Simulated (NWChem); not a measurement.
# GaSi2NH8 (SMILES [SiH3][N]([SiH3])[GaH2]) at 4 levels

Wanted: a comparison of 4 runs (HF/STO-3G, HF/3-21G, B3LYP/6-31G*) of GaSi2NH8. 

The results are computed with NWChem 7.3.0.

### Step 1. Starting point

GaSi2NH8 has 12 atoms, charge 0, and is taken as a singlet. As SMILES, `[SiH3][N]([SiH3])[GaH2]`. The coordinates come from a PBE0-D4/def2-TZVP relaxation.

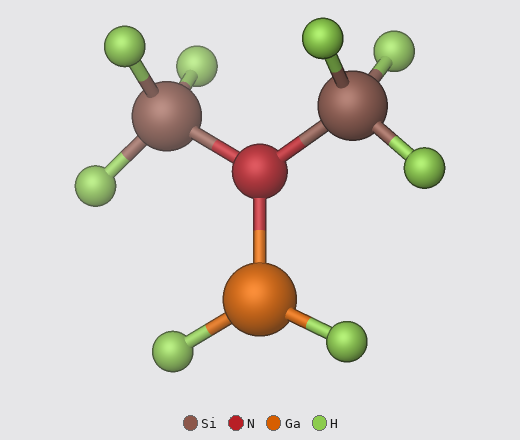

Viewed from a chosen angle; silicon brown, nitrogen red, gallium orange, hydrogen green.

### Step 2. Energy and gradient at HF/STO-3G (run 1)

File struct.xyz:

```xyz
12

Si    -0.429400     1.399100    -0.800200
N     -0.056200    -0.119500    -0.048700
Si     1.016100    -0.143500     1.315000
Ga    -0.791900    -1.694500    -0.694600
H     -1.391400     1.175200    -1.909700
H     -1.030100     2.343900     0.182400
H      0.798600     2.042600    -1.344700
H      1.206100    -1.545900     1.766200
H      2.341000     0.437400     0.959500
H      0.465000     0.659300     2.442100
H     -1.741300    -1.554600    -1.923600
H     -0.386500    -2.999500     0.056400
```

File run.py:

```python
from ase.io import read
from ase.calculators.nwchem import NWChem

system = read('struct.xyz')

calc = NWChem(
    label='struct',
    theory='scf',
    memory='2200 mb',
    basis='STO-3G',
    basispar='spherical bse',
    scf={'nopen': '0', 'rhf': None, 'thresh': '1e-08', 'maxiter': '80'},
)
system.calc = calc

forces = system.get_forces()
print(f"energy = {system.get_potential_energy():.6f} eV")
print("forces (eV/A):")
for s, f in zip(system.symbols, forces):
    print(f"{s:2s} {f[0]:10.5f} {f[1]:10.5f} {f[2]:10.5f}")
print("dipole (e A):", system.get_dipole_moment().round(4))
```

On the command line:

```sh
export ASE_NWCHEM_COMMAND="nwchem PREFIX.nwi > PREFIX.nwo"
python run.py
```

Log:

```text
energy = -68859.270370 eV
forces (eV/A):
Si   -0.50507    1.61887   -0.91017
N    -2.15335   -4.60875   -1.89048
Si    1.18569   -0.15997    1.50857
Ga    0.93989    2.00885    0.82270
H     1.11308    0.38839    1.25922
H     0.69050   -1.06552   -1.09915
H    -1.37117   -0.72649    0.62935
H    -0.13915    1.66438   -0.42655
H    -1.50152   -0.64108    0.39682
H     0.61645   -0.88847   -1.27923
H     1.88256   -0.20327    2.42424
H    -0.75781    2.61306   -1.43540
dipole (e A): [0.032  0.0686 0.0282]
```

The calculator wrote struct.nwi:

```
title "struct"

permanent_dir struct

scratch_dir struct

start struct

geometry units angstrom nocenter noautosym noautoz
  Si -4.2940000000000000e-01 1.3991000000000000e+00 -8.0020000000000002e-01
  N  -5.6200000000000000e-02 -1.1950000000000000e-01 -4.8700000000000000e-02
  Si 1.0161000000000000e+00 -1.4349999999999999e-01 1.3149999999999999e+00
  Ga -7.9190000000000005e-01 -1.6944999999999999e+00 -6.9460000000000000e-01
  H  -1.3914000000000000e+00 1.1752000000000000e+00 -1.9097000000000000e+00
  H  -1.0301000000000000e+00 2.3439000000000001e+00 1.8240000000000001e-01
  H  7.9859999999999998e-01 2.0426000000000002e+00 -1.3447000000000000e+00
  H  1.2060999999999999e+00 -1.5459000000000001e+00 1.7662000000000000e+00
  H  2.3410000000000002e+00 4.3740000000000001e-01 9.5950000000000002e-01
  H  4.6500000000000002e-01 6.5930000000000000e-01 2.4420999999999999e+00
  H  -1.7413000000000001e+00 -1.5546000000000000e+00 -1.9236000000000000e+00
  H  -3.8650000000000001e-01 -2.9994999999999998e+00 5.6399999999999999e-02
end

memory 2200 mb

basis spherical bse noprint
   * library STO-3G
end

scf
  nopen 0
  rhf
  thresh 1e-08
  maxiter 80
end

task scf gradient
```

struct.nwo:

```text
Northwest Computational Chemistry Package (NWChem) 7.3.0
             --------------------------------------------------------

           Job information
           ---------------

    nwchem branch   = 7.3.0
    use scalapack   = T
    input           = struct.nwi
    prefix          = struct.
    data base       = struct/struct.db
    status          = startup
    nproc           =        1

           Memory information
           ------------------

[... 5 lines left out ...]
    hardfail = no
[... 141 lines left out ...]
         Quadratically convergent ROHF
[... 15 lines left out ...]
       Final RHF  results
[... 4 lines left out ...]
      Two-electron energy =   1428.558444311769
[... 56 lines left out ...]
                       ROHF Final Molecular Orbital Analysis
[... 258 lines left out ...]
                 ----------------------------------------
                 |  Time  |  1-e(secs)   |  2-e(secs)   |
                 ----------------------------------------
                 |  CPU   |       0.00   |       1.61   |
                 ----------------------------------------
                 |  WALL  |       0.00   |       1.61   |
                 ----------------------------------------

 Task  times  cpu:       12.2s     wall:       12.2s
 Total times  cpu:       12.2s     wall:       12.2s
```

Wall time 14 s (1 thread of Intel Xeon Platinum 8488C (Sapphire Rapids), shared host); peak memory 0.1 GiB.

### Step 3. Energy and gradient at HF/3-21G (run 2)

File m1.nw:

```
start m1
title "GaH8NSi2 hf"
memory total 2200 mb
charge 0

geometry units angstrom noautosym nocenter noautoz
Si   -0.429400    1.399100   -0.800200
N    -0.056200   -0.119500   -0.048700
Si    1.016100   -0.143500    1.315000
Ga   -0.791900   -1.694500   -0.694600
H    -1.391400    1.175200   -1.909700
H    -1.030100    2.343900    0.182400
H     0.798600    2.042600   -1.344700
H     1.206100   -1.545900    1.766200
H     2.341000    0.437400    0.959500
H     0.465000    0.659300    2.442100
H    -1.741300   -1.554600   -1.923600
H    -0.386500   -2.999500    0.056400
end

basis spherical bse
* library 3-21G
end

scf
thresh 1e-08
maxiter 80
end

task scf gradient
```

On the command line:

```sh
nwchem m1.nw > m1.out
```

Log:

```text
[...]
  functions       =    73
[...]
  wavefunction    = RHF
[...]
         Total SCF energy =  -2547.462643225638
      One-electron energy =  -4380.732986542690
      Two-electron energy =   1417.520988431352
 Nuclear repulsion energy =    415.749354885700
        Time for solution =      6.5s
[...]
                         RHF ENERGY GRADIENTS
    atom               coordinates                        gradient
                 x          y          z           x          y          z
   1 Si     -0.811448   2.643916  -1.512159    0.003696  -0.010109   0.006513
   2 N      -0.106203  -0.225822  -0.092030    0.015213   0.032537   0.013347
   3 Si      1.920151  -0.271176   2.484990   -0.007567   0.001834  -0.009896
   4 Ga     -1.496474  -3.202141  -1.312604   -0.011711  -0.025084  -0.010290
   5 H      -2.629365   2.220806  -3.608810    0.000224  -0.002141   0.000661
   6 H      -1.946607   4.429329   0.344686    0.000818  -0.001862   0.000531
   7 H       1.509135   3.859954  -2.541115   -0.000021  -0.001765   0.001172
   8 H       2.279199  -2.921327   3.337634   -0.001418  -0.000389  -0.001710
   9 H       4.423849   0.826566   1.813192   -0.001662   0.000048  -0.001278
  10 H       0.878723   1.245896   4.614900   -0.000852  -0.000091  -0.001931
  11 H      -3.290580  -2.937768  -3.635077    0.002598   0.002488   0.002845
[...]
```

It took 9.6 s on 1 thread of Intel Xeon Platinum 8488C (Sapphire Rapids), shared host; peak memory 0.099 GiB.

Run 3 isn't shown in full; the table further down has it.

### Step 4. Energy and gradient at B3LYP/6-31G(d) (Cartesian functions) (run 4)

File test.nw:

```
start test
memory stack 880 mb heap 220 mb global 1100 mb

geometry noautosym nocenter noautoz
   Si    -0.429400     1.399100    -0.800200
   N     -0.056200    -0.119500    -0.048700
   Si     1.016100    -0.143500     1.315000
   Ga    -0.791900    -1.694500    -0.694600
   H     -1.391400     1.175200    -1.909700
   H     -1.030100     2.343900     0.182400
   H      0.798600     2.042600    -1.344700
   H      1.206100    -1.545900     1.766200
   H      2.341000     0.437400     0.959500
   H      0.465000     0.659300     2.442100
   H     -1.741300    -1.554600    -1.923600
   H     -0.386500    -2.999500     0.056400
end

basis cartesian
   * library 6-31G*
end

dft
   xc b3lyp
   grid fine
   convergence energy 1e-08
   maxiter 100
   mulliken
   noprint "final vectors analysis"
end

task dft gradient
```

On the command line:

```sh
nwchem test.nw > test.out
```

Log:

```text
[...]
          Wavefunction type:  closed shell.
          No. of atoms     :    12
          No. of electrons :    74
[...]
          Charge           :     0
          Spin multiplicity:     1
[...]
          AO basis - number of functions:   104
[...]
              XC Information
              --------------
                         B3LYP Method XC Potential
                     Hartree-Fock (Exact) Exchange  0.200
                        Slater Exchange Functional  0.800 local
                    Becke 1988 Exchange Functional  0.720 non-local
              Lee-Yang-Parr Correlation Functional  0.810
                  VWN I RPA Correlation Functional  0.190 local
[...]
 d= 0,ls=0.0,diis     1  -2563.1410208773 -2.98D+03  1.31D-02  1.13D+00     5.5
[...]
 d= 0,ls=0.0,diis    10  -2563.2151333279 -7.12D-09  2.63D-07  1.09D-09    41.6
         Total DFT energy =    -2563.215133327866
      One electron energy =    -4393.683193885463
           Coulomb energy =     1541.600758944575
    Exchange-Corr. energy =     -126.882053272678
 Nuclear repulsion energy =      415.749354885700
[...]
  wavefunction    = closed shell
[...]
```

Run time: 57 s. Hardware: 1 thread of Intel Xeon Platinum 8488C (Sapphire Rapids), shared host; peak memory 0.13 GiB.

### Step 5. All runs side by side

| run | level | iteration cap | module | energy (Eh) | dipole moment (D) | HOMO energy (eV) | LUMO energy (eV) | wall time |
| --- | --- | --- | --- | --- | --- | --- | --- | --- |
| 1 | HF/STO-3G | 80 | scf | -2530.531532 | 0.39 | -6.94 | 5.66 | 14 s |
| 2 | HF/3-21G | 80 | scf | -2547.462643 | 0.80 | -10.37 | 1.47 | 9.6 s |
| 3 | B3LYP/6-31G* (spherical functions) | 100 | dft | -2563.205384 | 0.60 | -7.38 | -1.53 | 56 s |
| 4 | B3LYP/6-31G* (Cartesian functions) | 100 | dft | -2563.215133 | 0.60 | – | – | 57 s |

### Step 6. Summary of results

| quantity | value |
| --- | --- |
| run 4: total energy | -2563.21513 Eh |
| run 4: dipole moment | 0.60 D |
| run 4: largest force on an atom | 0.442 eV/Å |

What this shows: The dipole moment (its size) runs from 0.39 D (HF/STO-3G) to 0.80 D (HF/3-21G). The two dipoles point in opposite directions. Over runs 1, 2, 3 the HOMO–LUMO gap runs from 5.85 eV (B3LYP/6-31G*) to 12.60 eV (HF/STO-3G). The two ends differ in method and basis. In run 1 the basis is minimal, so the values are rough. All runs together took 2.3 min, the longest 57 s.
